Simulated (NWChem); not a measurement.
Single-point calculation of BClF2

BClF2, computed with CCSD/aug-cc-pVDZ, RHF (NWChem 7.3.0).

The geometry comes from this level: PBE0-D4/def2-TZVP.

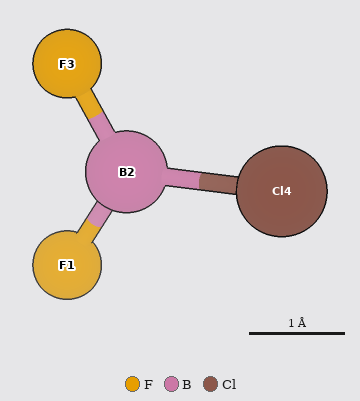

*The input geometry (ball-and-stick view, seen at a tilt; atoms are numbered from 1 in the order of the input).*

Bond lengths as drawn: B–Cl 1.74 Å and B–F 1.31 Å.

Input:
```python
from ase import Atoms
from ase.calculators.nwchem import NWChem

system = Atoms('FBFCl', positions=[
    [-0.173700, -1.254300, -0.546300],
    [-0.067100, -0.041300, -0.062000],
    [-1.011600, 0.830100, -0.317700],
    [1.307900, 0.405300, 0.905700],
])

calc = NWChem(
    label='bclf2',
    theory='ccsd',
    memory='2200 mb',
    basis='aug-cc-pVDZ',
    basispar='spherical bse',
    scf={'nopen': '0', 'rhf': None, 'thresh': '1e-08', 'maxiter': '80'},
    ccsd={'freeze': 'core 8', 'maxiter': '60'},
    task='energy',
)
system.calc = calc

e = system.get_potential_energy()
print(f"E = {e:.6f} eV")
```

File bclf2.nwi:
```
title "bclf2"

permanent_dir bclf2

scratch_dir bclf2

start bclf2

geometry units angstrom nocenter noautosym noautoz
  F  -1.7369999999999999e-01 -1.2543000000000000e+00 -5.4630000000000001e-01
  B  -6.7100000000000007e-02 -4.1300000000000003e-02 -6.2000000000000000e-02
  F  -1.0116000000000001e+00 8.3009999999999995e-01 -3.1769999999999998e-01
  Cl 1.3079000000000001e+00 4.0529999999999999e-01 9.0569999999999995e-01
end

memory 2200 mb

basis spherical bse noprint
   * library aug-cc-pVDZ
end

scf
  nopen 0
  rhf
  thresh 1e-08
  maxiter 80
end
ccsd
  freeze core 8
  maxiter 60
end

task ccsd energy
```

Run on 1 thread of Intel Xeon (Sapphire Rapids), 16 GiB of memory available, shared host.

Launched with:
```bash
export ASE_NWCHEM_COMMAND="nwchem PREFIX.nwi > PREFIX.nwo"
python run.py
```

What the program printed:
```
E = -18609.872408 eV
```

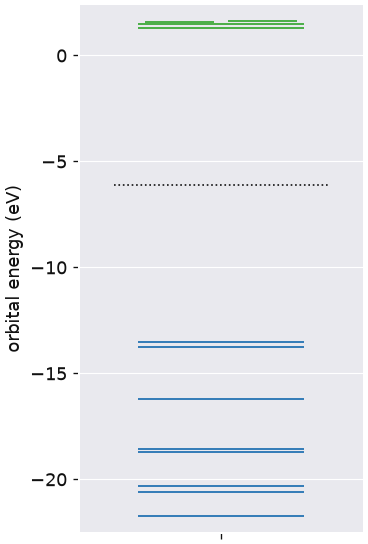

*Orbital energies near the frontier (SCF reference); the dotted line parts filled from empty levels, and levels within 0.02 eV of each other stand side by side.*

Highest filled −13.52 eV, lowest empty 1.28 eV, 14.80 eV apart.

Results in brief:

- outcome: converged
- total energy: −683.900202 hartree
- SCF energy: −683.257260 hartree
- MP2 energy: −683.884611 hartree
- correlation energy: −0.642942 hartree
- basis functions: 96
- HOMO of the SCF reference: −13.52 eV
- LUMO of the SCF reference: 1.28 eV
- wall time: 2.5 min
- peak memory: 0.23 GiB
